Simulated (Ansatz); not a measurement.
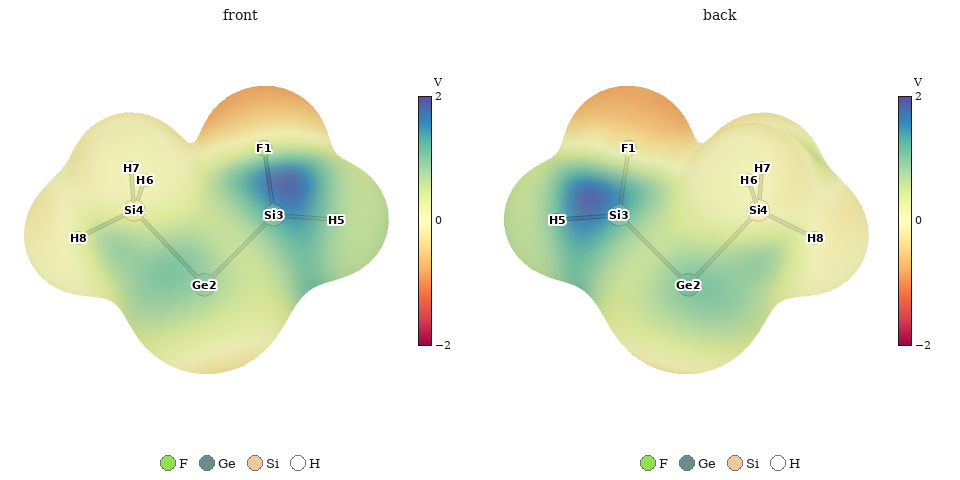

FGeH$_{4}$Si$_{2}$ (SMILES F/[SiH]=[Ge]\[SiH3]) (doublet). The electrostatic potential painted on the density surface at 0.002 e/bohr³, seen from the front and from behind; the colour scale runs from red (negative) to blue (positive).

Geometry: BLYP-D3(BJ)/def2-SVP.

Level of theory: isolated molecule in a Gaussian basis; Kohn-Sham density functional theory, functional PBE0 (Ansatz).

The calculation's input:

```
basis:
  gaussian:
    orbitals: def2-TZVPD
crystal:
  periodic: [false, false, false]
  atoms:
    - symbol: F
      position_ang: [-2.233994, -1.347197, 3.295748]
    - symbol: Ge
      position_ang: [-0.945003, 1.535179, 1.562791]
    - symbol: Si
      position_ang: [-2.108190, 0.296800, 3.216326]
    - symbol: Si
      position_ang: [-0.316757, -0.636894, 0.477856]
    - symbol: H
      position_ang: [-2.894495, 0.766683, 4.420193]
    - symbol: H
      position_ang: [-1.509194, -1.430526, 0.017195]
    - symbol: H
      position_ang: [0.514178, -1.519895, 1.368841]
    - symbol: H
      position_ang: [0.509799, -0.316796, -0.738230]
magnetization:
  spin_polarized: true
  initial_magnetization: 1
hamiltonian:
  xc: pbe0
output: {forces: true, orbitals: {seedname: orbitals}}
```

Command:

```sh
ansatz run input.yaml --threads 2 --pin off --max-ram 4350MiB --events-out events.jsonl --progress --plain --runs-dir runs
```

**Describe the electrostatic potential map.**

The most negative region (about −0.8 V, or −18 kcal/mol for a unit charge) lies over F1, the most positive (about +1.8 V, or +42 kcal/mol for a unit charge) over Si3.

**How polar is the molecule by this calculation?**

Its dipole moment is 1.47 D.
